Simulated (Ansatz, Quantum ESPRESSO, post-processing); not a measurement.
# The work function of Ir(100), 5 layers, one monolayer of P on bridge sites, level by level, part 5 of 6

Wanted: work functions and the surface dipole of Ir(100), 5 layers, one monolayer of P on bridge sites at several levels, with their cost.

Quantum ESPRESSO 7.5; plane-wave DFT, PBE, GBRV ultrasoft pseudopotentials; geometry and cross-check by Ansatz 0.2.0 with PAW datasets.

So far. Step 8 (SCF with pw.x: open boundaries by the effective …): The upper level is 4.993 eV against 4.991 eV from the periodic run. Step 9 (SCF with pw.x: LDA, GBRV ultrasoft): The upper face goes from 4.993 eV (PBE, GBRV) to 5.211 eV, a change of +0.218 eV.

## (11) Self-consistent run: revPBE, GBRV ultrasoft

Level of this step: plane-wave DFT, revPBE, GBRV ultrasoft pseudopotentials made under PBE (Quantum ESPRESSO 7.5). input_dft overrides the functional of the files.

Input file gbrv-revpbe.in:

```
&control
  prefix = 'gbrv-revpbe'
  outdir = './out'
  pseudo_dir = './pseudo'
  calculation = 'scf'
  tprnfor = .true.
/
&system
  ibrav = 0
  nat = 6
  ntyp = 2
  ecutwfc = 40
  ecutrho = 200
  input_dft = 'revpbe'
  occupations = 'smearing'
  smearing = 'mv'
  degauss = 0.02
  assume_isolated = 'esm'
  esm_bc = 'bc1'
/
&electrons
  conv_thr = 1e-07
  mixing_beta = 0.4
  electron_maxstep = 120
  mixing_mode = 'local-TF'
/
ATOMIC_SPECIES
  Ir  192.2170  ir_pbe_v1.2.uspp.F.UPF
  P   30.9738  p_pbe_v1.5.uspp.F.UPF
CELL_PARAMETERS angstrom
  2.71529003980000 0.00000000000000 0.00000000000000
  0.00000000000000 2.71529003980000 0.00000000000000
  0.00000000000000 0.00000000000000 26.68000000000000
ATOMIC_POSITIONS crystal
  Ir  0.000000000000 0.000000000000 -0.181530649793
  Ir  0.500000000000 0.500000000000 -0.109566631793
  Ir  0.000000000000 0.000000000000 -0.037602613793
  Ir  0.500000000000 0.500000000000 0.035391403978
  Ir  0.000000000000 0.000000000000 0.110415675896
  P   0.500000000000 0.000000000000 0.181530649793
K_POINTS automatic
  10 10 1 0 0 0
```

Started as:

```console
> OMP_NUM_THREADS=1 mpirun -n 4 pw.x -nk 4 -in gbrv-revpbe.in > gbrv-revpbe.out
```

Output:

```text
[banner, memory and clock lines left out]
Program PWSCF v.7.5 starts
[citation notice left out]

[...]
Message from routine setup:
[...]
bravais-lattice index     =            0
     lattice parameter (alat)  =       5.1312  a.u.
     unit-cell volume          =    1327.4399 (a.u.)^3
     number of atoms/cell      =            6
     number of atomic types    =            2
     number of electrons       =        80.00
     number of Kohn-Sham states=           48
     kinetic-energy cutoff     =      40.0000  Ry
     charge density cutoff     =     200.0000  Ry
     scf convergence threshold =      1.0E-07
     mixing beta               =       0.4000
     number of iterations used =            8  local-TF  mixing
     Exchange-correlation= REVPBE
                           (   1   4   4   4   0   0   0)

     Effective Screening Medium Method
     Boundary Conditions: Vacuum-Slab-Vacuum
     total charge in unit cell        =   0.0000
     grid points for fit at edges     =        4

[...]
PseudoPot. # 1 for Ir read from file:
     ./pseudo/ir_pbe_v1.2.uspp.F.UPF
     Pseudo is Ultrasoft + core correction, Zval = 15.0
     Generated by new atomic code, or converted to UPF format
     Using radial grid of  983 points,  7 beta functions with:
                l(1) =   0
                l(2) =   0
                l(3) =   1
                l(4) =   1
                l(5) =   1
                l(6) =   2
                l(7) =   2
     Q(r) pseudized with  8 coefficients,  rinner =    1.400   1.400   1.400
                                                       1.400   1.400

     PseudoPot. # 2 for P  read from file:
     ./pseudo/p_pbe_v1.5.uspp.F.UPF
     Pseudo is Ultrasoft + core correction, Zval =  5.0
     Generated by new atomic code, or converted to UPF format
     Using radial grid of  903 points,  6 beta functions with:
                l(1) =   0
                l(2) =   0
                l(3) =   1
                l(4) =   1
                l(5) =   2
                l(6) =   2
     Q(r) pseudized with  8 coefficients,  rinner =    1.300   1.300   1.300
                                                       1.300   1.300

     atomic species   valence    mass     pseudopotential
     Ir               15.00   192.21700     Ir( 1.00)
     P                 5.00    30.97380     P ( 1.00)

      4 Sym. Ops. (no inversion) found

[...]
number of k points=    36  Marzari-Vanderbilt smearing, width (Ry)=  0.0200
[...]
Dense  grid:    63583 G-vectors     FFT dimensions: (  24,  24, 240)

     Smooth grid:    45511 G-vectors     FFT dimensions: (  24,  24, 216)

     Initial potential from superposition of free atoms

     starting charge      77.4997, renormalised to      80.0000

     negative rho (up, down):  1.843E+00 0.000E+00
     Starting wfcs are   64 randomized atomic wfcs

     per-process dynamical memory:    87.1 Mb

     Self-consistent Calculation

     iteration #  1     ecut=    40.00 Ry     beta= 0.40
     Davidson diagonalization with overlap
     c_bands:  3 eigenvalues not converged
     c_bands:  3 eigenvalues not converged
     c_bands:  2 eigenvalues not converged
     c_bands:  1 eigenvalues not converged
     c_bands:  1 eigenvalues not converged
     c_bands:  4 eigenvalues not converged
     c_bands:  4 eigenvalues not converged
     ethr =  1.00E-02,  avg # of iterations = 12.2

     negative rho (up, down):  1.776E+00 0.000E+00

     total energy              =    -916.11872429 Ry
     estimated scf accuracy    <     431.47210429 Ry

     iteration #  2     ecut=    40.00 Ry     beta= 0.40
[...]
negative rho (up, down):  1.668E+00 0.000E+00

[...]
total energy              =    -923.05415474 Ry
     estimated scf accuracy    <      16.88781837 Ry

     iteration #  3     ecut=    40.00 Ry     beta= 0.40
[...]
negative rho (up, down):  1.543E+00 0.000E+00

[...]
total energy              =    -922.22146245 Ry
     estimated scf accuracy    <      13.18984715 Ry

     iteration #  4     ecut=    40.00 Ry     beta= 0.40
[...]
negative rho (up, down):  1.524E+00 0.000E+00

[...]
total energy              =    -923.73068854 Ry
     estimated scf accuracy    <       1.25565663 Ry

     iteration #  5     ecut=    40.00 Ry     beta= 0.40
[...]
c_bands:  4 eigenvalues not converged
     c_bands:  3 eigenvalues not converged
     c_bands:  2 eigenvalues not converged
     c_bands:  1 eigenvalues not converged
     c_bands:  5 eigenvalues not converged
     c_bands:  1 eigenvalues not converged
     c_bands:  1 eigenvalues not converged
[...]
negative rho (up, down):  1.561E+00 0.000E+00

[...]
total energy              =    -925.51856109 Ry
     estimated scf accuracy    <      65.79898210 Ry

     iteration #  6     ecut=    40.00 Ry     beta= 0.40
[...]
negative rho (up, down):  1.519E+00 0.000E+00

[...]
total energy              =    -927.37585232 Ry
     estimated scf accuracy    <      43.67515519 Ry

[...]
iteration # 47     ecut=    40.00 Ry     beta= 0.40
[...]
negative rho (up, down):  1.574E+00 0.000E+00

[...]
total energy              =    -924.48333210 Ry
     estimated scf accuracy    <       0.00000064 Ry

     iteration # 48     ecut=    40.00 Ry     beta= 0.40
[...]
negative rho (up, down):  1.574E+00 0.000E+00

[...]
total energy              =    -924.48336631 Ry
     estimated scf accuracy    <       0.00000013 Ry

     iteration # 49     ecut=    40.00 Ry     beta= 0.40
[...]
negative rho (up, down):  1.574E+00 0.000E+00

[...]
total energy              =    -924.48335456 Ry
     estimated scf accuracy    <       0.00000014 Ry

     iteration # 50     ecut=    40.00 Ry     beta= 0.40
[...]
negative rho (up, down):  1.574E+00 0.000E+00

[...]
End of self-consistent calculation

          k = 0.0000 0.0000 0.0000 (  5709 PWs)   bands (ev):

   -55.1141 -54.8652 -54.7286 -54.7281 -54.6965 -54.5905 -54.5888 -54.4864
   -54.4768 -54.4513 -54.3828 -54.1454 -53.9402 -53.8782 -53.8776 -18.5493
   -15.4672 -14.0271 -12.8137 -12.5096 -12.0831 -12.0004 -11.3886 -10.6498
    -9.7992  -9.1399  -8.7423  -8.6327  -8.5757  -7.9887  -7.6946  -7.6189
    -7.3916  -6.8778  -6.5937  -6.5872  -6.0583  -6.0102  -5.5232  -5.4167
    -5.2512  -5.0110  -4.5085  -4.1730  -4.1166  -4.0795  -3.8596  -0.9719

          k = 0.0000 0.1000 0.0000 (  5669 PWs)   bands (ev):

   -55.1023 -54.8837 -54.7565 -54.7203 -54.7036 -54.6240 -54.5883 -54.4992
   -54.4827 -54.4624 -54.3827 -54.1828 -53.9374 -53.9151 -53.8756 -18.3808
   -15.1909 -13.7968 -12.6023 -12.3431 -11.8721 -11.7973 -11.1672 -10.4634
    -9.6943  -9.0274  -8.7721  -8.6809  -8.5526  -8.1896  -8.0025  -7.8854
    -7.2465  -7.0794  -6.8377  -6.5450  -6.1526  -6.1106  -5.9390  -5.4837
    -5.4817  -4.9268  -4.7746  -4.3915  -4.2029  -3.9694  -2.2857  -2.0609

[...]
the Fermi energy is    -5.1699 ev

!    total energy              =    -924.48336117 Ry
     estimated scf accuracy    <       0.00000004 Ry
     smearing contrib. (-TS)   =       0.00065362 Ry
     internal energy E=F+TS    =    -924.48401479 Ry

     The total energy is F=E-TS. E is the sum of the following terms:
     one-electron contribution =   20186.28949050 Ry
     hartree contribution      =  -10104.04205402 Ry
     xc contribution           =    -258.05684530 Ry
     ewald contribution        =  -10748.67460597 Ry

     convergence has been achieved in  50 iterations

     negative rho (up, down):  1.574E+00 0.000E+00

     Forces acting on atoms (cartesian axes, Ry/au):

     atom    1 type  1   force =     0.00000000    0.00000000    0.01601107
     atom    2 type  1   force =     0.00000000    0.00000000   -0.03496849
     atom    3 type  1   force =     0.00000000    0.00000000    0.01375913
     atom    4 type  1   force =     0.00000000    0.00000000    0.00140283
     atom    5 type  1   force =     0.00000000    0.00000000    0.00034814
     atom    6 type  2   force =     0.00000000    0.00000000    0.00353826

     Total force =     0.041025     Total SCF correction =     0.002025

[...]
```

The job ended after 5.5 min (4 MPI ranks of Arm Neoverse V1, shared host; peak memory 0.73 GiB).

Numbers from this step:

| Item | Value |
| --- | --- |
| free energy | -12578.2369 eV |
| Fermi energy | -5.170 eV |
| vacuum line at the lower end of the cell, over the Fermi level | 5.434 eV |
| vacuum line at the upper end of the cell, over the Fermi level | 4.906 eV |

The potential energy, planar mean oscillates, so the rows of the table below give means over windows of 1.95 Å about each position, cut where the curve ends. Its maxima inside the range that stand out by 2 % of the span (Å: eV): -3.9: -3.91, -2.0: -4.38, 0.0: -3.95, 2.0: -3.46, 3.9: -2.89. Its minima: -4.9: -22.3, -2.9: -23.0, -1.0: -23.1, 0.9: -22.8, 2.9: -22.7, 4.9: -17.3.

Electrostatic potential energy of an electron; zero at the Fermi level. Table of potential energy, planar mean by z; means over each step:

| z (Å) | potential energy, planar mean (eV) |
| --- | --- |
| -12.37 | 5.43 |
| -10.42 | 5.43 |
| -8.47 | 5.42 |
| -6.52 | 3.39 |
| -4.57 | -13.4 |
| -2.62 | -14.1 |
| -0.67 | -14.0 |
| 1.28 | -13.6 |
| 3.23 | -13.2 |
| 5.18 | -7.55 |
| 7.13 | 4.71 |
| 9.08 | 4.91 |
| 11.03 | 4.91 |
| 12.98 | 4.91 |

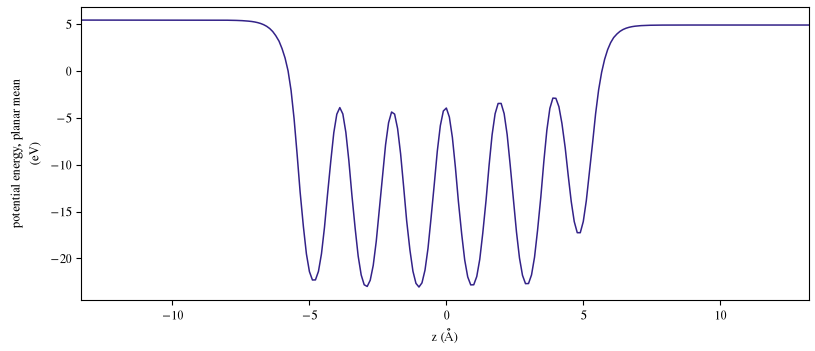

Potential energy, planar mean against z.

The upper face goes from 4.993 eV (PBE, GBRV) to 4.906 eV, a change of -0.087 eV.

## (12) Ground state: no dipole correction

What happens without any correction? The same slab is run as a plain periodic cell.

Level of this step: plane-wave DFT, PBE, GBRV ultrasoft pseudopotentials (Quantum ESPRESSO 7.5).

Input file nodip.in:

```
&control
  prefix = 'nodip'
  outdir = './out'
  pseudo_dir = './pseudo'
  calculation = 'scf'
  tprnfor = .true.
/
&system
  ibrav = 0
  nat = 6
  ntyp = 2
  ecutwfc = 40
  ecutrho = 200
  occupations = 'smearing'
  smearing = 'mv'
  degauss = 0.02
/
&electrons
  conv_thr = 1e-07
  mixing_beta = 0.4
  electron_maxstep = 120
  mixing_mode = 'local-TF'
/
ATOMIC_SPECIES
  Ir  192.2170  ir_pbe_v1.2.uspp.F.UPF
  P   30.9738  p_pbe_v1.5.uspp.F.UPF
CELL_PARAMETERS angstrom
  2.71529003980000 0.00000000000000 0.00000000000000
  0.00000000000000 2.71529003980000 0.00000000000000
  0.00000000000000 0.00000000000000 26.68000000000000
ATOMIC_POSITIONS crystal
  Ir  0.000000000000 0.000000000000 0.311094452800
  Ir  0.500000000000 0.500000000000 0.383058470800
  Ir  0.000000000000 0.000000000000 0.455022488800
  Ir  0.500000000000 0.500000000000 0.528016506571
  Ir  0.000000000000 0.000000000000 0.603040778489
  P   0.500000000000 0.000000000000 0.674155752386
K_POINTS automatic
  10 10 1 0 0 0
```

Started as:

```console
> OMP_NUM_THREADS=1 mpirun -n 4 pw.x -nk 4 -in nodip.in > nodip.out
```

Output:

```text
[banner, memory and clock lines left out]
Program PWSCF v.7.5 starts
[citation notice left out]

[...]
Message from routine setup:
[...]
bravais-lattice index     =            0
     lattice parameter (alat)  =       5.1312  a.u.
     unit-cell volume          =    1327.4399 (a.u.)^3
     number of atoms/cell      =            6
     number of atomic types    =            2
     number of electrons       =        80.00
     number of Kohn-Sham states=           48
     kinetic-energy cutoff     =      40.0000  Ry
     charge density cutoff     =     200.0000  Ry
     scf convergence threshold =      1.0E-07
     mixing beta               =       0.4000
     number of iterations used =            8  local-TF  mixing
     Exchange-correlation=  SLA  PW   PBX  PBC
                           (   1   4   3   4   0   0   0)

[...]
PseudoPot. # 1 for Ir read from file:
     ./pseudo/ir_pbe_v1.2.uspp.F.UPF
     Pseudo is Ultrasoft + core correction, Zval = 15.0
     Generated by new atomic code, or converted to UPF format
     Using radial grid of  983 points,  7 beta functions with:
                l(1) =   0
                l(2) =   0
                l(3) =   1
                l(4) =   1
                l(5) =   1
                l(6) =   2
                l(7) =   2
     Q(r) pseudized with  8 coefficients,  rinner =    1.400   1.400   1.400
                                                       1.400   1.400

     PseudoPot. # 2 for P  read from file:
     ./pseudo/p_pbe_v1.5.uspp.F.UPF
     Pseudo is Ultrasoft + core correction, Zval =  5.0
     Generated by new atomic code, or converted to UPF format
     Using radial grid of  903 points,  6 beta functions with:
                l(1) =   0
                l(2) =   0
                l(3) =   1
                l(4) =   1
                l(5) =   2
                l(6) =   2
     Q(r) pseudized with  8 coefficients,  rinner =    1.300   1.300   1.300
                                                       1.300   1.300

     atomic species   valence    mass     pseudopotential
     Ir               15.00   192.21700     Ir( 1.00)
     P                 5.00    30.97380     P ( 1.00)

      4 Sym. Ops. (no inversion) found

[...]
number of k points=    36  Marzari-Vanderbilt smearing, width (Ry)=  0.0200
[...]
Dense  grid:    63583 G-vectors     FFT dimensions: (  24,  24, 240)

     Smooth grid:    45511 G-vectors     FFT dimensions: (  24,  24, 216)

     Initial potential from superposition of free atoms

     starting charge      77.4997, renormalised to      80.0000

     negative rho (up, down):  1.826E+00 0.000E+00
     Starting wfcs are   64 randomized atomic wfcs

     per-process dynamical memory:    87.2 Mb

     Self-consistent Calculation

     iteration #  1     ecut=    40.00 Ry     beta= 0.40
     Davidson diagonalization with overlap
     ethr =  1.00E-02,  avg # of iterations =  4.8

     negative rho (up, down):  1.705E+00 0.000E+00

     total energy              =    -924.32563494 Ry
     estimated scf accuracy    <     170.98565551 Ry

     iteration #  2     ecut=    40.00 Ry     beta= 0.40
[...]
negative rho (up, down):  1.565E+00 0.000E+00

[...]
total energy              =    -923.94472440 Ry
     estimated scf accuracy    <      30.85981607 Ry

     iteration #  3     ecut=    40.00 Ry     beta= 0.40
[...]
negative rho (up, down):  1.557E+00 0.000E+00

[...]
total energy              =    -924.33989802 Ry
     estimated scf accuracy    <       1.97770679 Ry

     iteration #  4     ecut=    40.00 Ry     beta= 0.40
[...]
negative rho (up, down):  1.542E+00 0.000E+00

[...]
total energy              =    -924.23769436 Ry
     estimated scf accuracy    <       0.85540771 Ry

     iteration #  5     ecut=    40.00 Ry     beta= 0.40
[...]
negative rho (up, down):  1.556E+00 0.000E+00

[...]
total energy              =    -924.28953895 Ry
     estimated scf accuracy    <       0.31110559 Ry

     iteration #  6     ecut=    40.00 Ry     beta= 0.40
[...]
negative rho (up, down):  1.579E+00 0.000E+00

[...]
total energy              =    -924.29074507 Ry
     estimated scf accuracy    <       0.21240837 Ry

[...]
iteration # 18     ecut=    40.00 Ry     beta= 0.40
[...]
negative rho (up, down):  1.560E+00 0.000E+00

[...]
total energy              =    -924.29327626 Ry
     estimated scf accuracy    <       0.00001285 Ry

     iteration # 19     ecut=    40.00 Ry     beta= 0.40
[...]
negative rho (up, down):  1.560E+00 0.000E+00

[...]
total energy              =    -924.29327525 Ry
     estimated scf accuracy    <       0.00000224 Ry

     iteration # 20     ecut=    40.00 Ry     beta= 0.40
[...]
negative rho (up, down):  1.560E+00 0.000E+00

[...]
total energy              =    -924.29327531 Ry
     estimated scf accuracy    <       0.00000060 Ry

     iteration # 21     ecut=    40.00 Ry     beta= 0.40
[...]
negative rho (up, down):  1.560E+00 0.000E+00

[...]
End of self-consistent calculation

          k = 0.0000 0.0000 0.0000 (  5709 PWs)   bands (ev):

   -43.2180 -42.9688 -42.8313 -42.8308 -42.7993 -42.6930 -42.6913 -42.5892
   -42.5792 -42.5541 -42.4853 -42.2470 -42.0465 -41.9845 -41.9839  -6.6778
    -3.6102  -2.1685  -0.9516  -0.6481  -0.2203  -0.1383   0.4740   1.2133
     2.0650   2.7250   3.1257   3.2320   3.2887   3.8775   4.1720   4.2458
     4.4764   4.9901   5.2763   5.2818   5.8132   5.8486   6.3491   6.4538
     6.6197   6.8629   7.3662   7.7009   7.7557   7.7929   7.9890  11.0625

          k = 0.0000 0.1000 0.0000 (  5669 PWs)   bands (ev):

   -43.2061 -42.9872 -42.8594 -42.8229 -42.8064 -42.7265 -42.6907 -42.6019
   -42.5855 -42.5649 -42.4852 -42.2845 -42.0437 -42.0215 -41.9819  -6.5092
    -3.3338  -1.9382  -0.7402  -0.4813  -0.0089   0.0649   0.6958   1.3998
     2.1699   2.8376   3.0956   3.1839   3.3121   3.6760   3.8638   3.9819
     4.6219   4.7886   5.0270   5.3252   5.7182   5.7585   5.9317   6.3800
     6.3886   6.9462   7.0983   7.4823   7.6588   7.9037   9.5754   9.8147

[...]
the Fermi energy is     6.7008 ev

!    total energy              =    -924.29327536 Ry
     estimated scf accuracy    <       0.00000009 Ry
     smearing contrib. (-TS)   =       0.00068375 Ry
     internal energy E=F+TS    =    -924.29395911 Ry

     The total energy is F=E-TS. E is the sum of the following terms:
     one-electron contribution =   -9478.57134562 Ry
     hartree contribution      =    4763.35435288 Ry
     xc contribution           =    -257.82486301 Ry
     ewald contribution        =    4048.74789664 Ry

     convergence has been achieved in  21 iterations

     negative rho (up, down):  1.560E+00 0.000E+00

     Forces acting on atoms (cartesian axes, Ry/au):

     atom    1 type  1   force =     0.00000000    0.00000000    0.02147073
     atom    2 type  1   force =     0.00000000    0.00000000   -0.03529016
     atom    3 type  1   force =     0.00000000    0.00000000    0.01367297
     atom    4 type  1   force =     0.00000000    0.00000000    0.00120125
     atom    5 type  1   force =     0.00000000    0.00000000   -0.00177279
     atom    6 type  2   force =     0.00000000    0.00000000    0.00071800

     Total force =     0.043571     Total SCF correction =     0.001795

[...]
```

It took 2 min on 4 MPI ranks; peak memory 0.68 GiB.

## (13) Potential by pp.x

Input file nodip.pot.in:

```
&inputpp
  prefix = 'nodip'
  outdir = './out'
  filplot = 'nodip.pot.dat'
  plot_num = 11
/
```

Started as:

```console
> OMP_NUM_THREADS=1 mpirun -n 4 pp.x -in nodip.pot.in > nodip.pot.out
```

The job ended after 1 s (4 MPI ranks; peak memory 0.1 GiB).

The potential energy, planar mean oscillates, so the rows of the table below give means over windows of 2 Å about each position, cut where the curve ends. Its maxima inside the range that stand out by 2 % of the span (Å: eV): 9.2: -3.90, 11.2: -4.36, 13.1: -3.84, 15.1: -3.29, 17.1: -2.78. Its minima: 8.3: -22.3, 10.2: -23.0, 12.1: -23.0, 14.1: -22.8, 16.1: -22.7, 18.0: -17.3.

Electrostatic potential energy of an electron; zero at the Fermi level. Table of potential energy, planar mean by z; means over each step:

| z (Å) | potential energy, planar mean (eV) |
| --- | --- |
| 1.00 | 5.34 |
| 3.00 | 5.42 |
| 5.00 | 5.47 |
| 7.00 | -0.00931 |
| 9.00 | -14.0 |
| 11.00 | -14.5 |
| 13.00 | -14.1 |
| 15.00 | -13.3 |
| 17.00 | -12.1 |
| 19.00 | -1.70 |
| 21.00 | 5.05 |
| 23.00 | 5.15 |
| 25.00 | 5.23 |

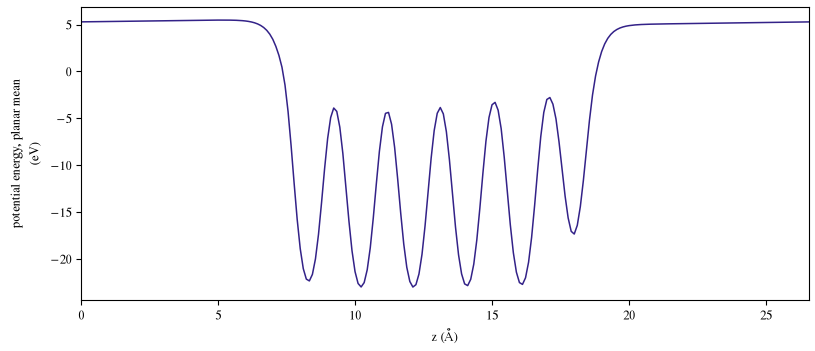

Potential energy, planar mean, plotted against z.

The vacuum now slopes by 40 meV/Å: the images' field stands in it, and it also polarises the slab.

## (14) All levels side by side

All levels:

| level | upper face (eV) | lower face (eV) | dipole (e Å) | CPU time (s) |
| --- | --- | --- | --- | --- |
| QE PBE GBRV, sawtooth | 4.991 | 5.564 | 0.02334 | 1609 |
| QE PBE GBRV, ESM bc1 | 4.993 | 5.561 | - | 1113 |
| QE LDA GBRV ultrasoft, ESM bc1 | 5.211 | 5.927 | - | 995.3 |
| QE revPBE GBRV ultrasoft, ESM bc1 | 4.906 | 5.434 | - | 1313 |
| QE PBE GBRV, periodic uncorrected (sloping vacuum, so no single level) | 5.176 | 5.397 | - | 473.6 |
| Ansatz PBE PAW, sawtooth (time of the whole relaxation) | 4.982 | 5.57 | 0.02393 | 167.1 |

The times are CPU seconds on a shared host; the codes use unlike cutoffs, datasets and smearings, so their times compare unlike work.

(Continued in part 6 of 6.)

[Logs are printed without paths, hosts, clocks, repeated set-up lines and the standing remarks that a program may print on its own settings, such as how far it seeks lower states.]

[Hosts, paths, dates, database ids (printed as entryN), source tags and the programs' standing remarks are cut or masked in the printed files.]

[Maps of the electrostatic potential energy from Ansatz leave out the sawtooth potential of an applied field or a dipole correction, so their vacuum need not be flat; planar profiles and work functions include it.]
